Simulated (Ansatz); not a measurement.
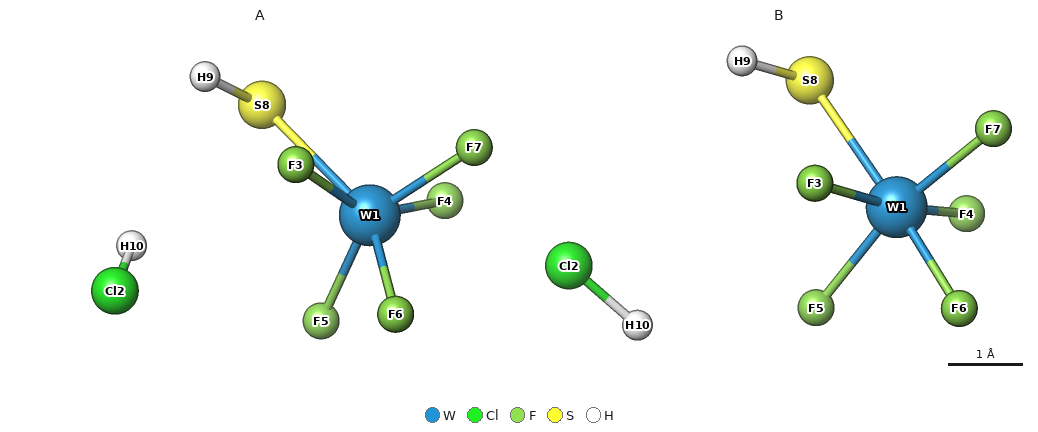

Two geometries of WH₂SClF₅, drawn at one scale. One is the start of a relaxation, the other its converged end. A ball-and-stick model, seen at a tilt.

Level of theory: RHF/def2-SVP in Ansatz 0.2.0. Set-up: no spin polarisation; force threshold 0.03 eV/Å; at most 50 steps.

### Which one is relaxed?

Structure B is the relaxed one. The run prepares an end point of a later path (reaction) calculation, from a guessed geometry. Over 18 accepted moves (20 points after the start) the energy falls by 0.447 eV. Largest force component: 1.6 eV/Å at the start, 0.012 eV/Å at the end. The line search rejected the trial steps at points 10, 15 of the run. The forces were under the threshold at step 16, but the run went on from there. H10 moves most after the best rigid fit: 1.12 Å. Largest moves by element: H 1.12 Å, Cl 1.10 Å, F 0.67 Å, S 0.53 Å, W 0.15 Å. Near-neighbour distances that change, for instance: W1–S8 2.407 → 2.349 Å, Cl2–H10 1.324 → 1.273 Å, W1–F4 1.834 → 1.819 Å, W1–F5 1.832 → 1.846 Å. Among the angles between lasting bonds that change: F3–W1–F5 118.7° → 91.6°, F6–W1–S8 153.4° → 176.9°, F4–W1–F6 121.2° → 98.6°. Cost: 44 s on 4 threads of Arm Neoverse V2, on a shared host, peak memory 0.47 GiB.

Limits of the set-up: the start holds two separate molecules, 2.6 Å apart at their closest, whose relative position is a soft coordinate and is computed without a dispersion correction; Hartree-Fock leaves out electron correlation.
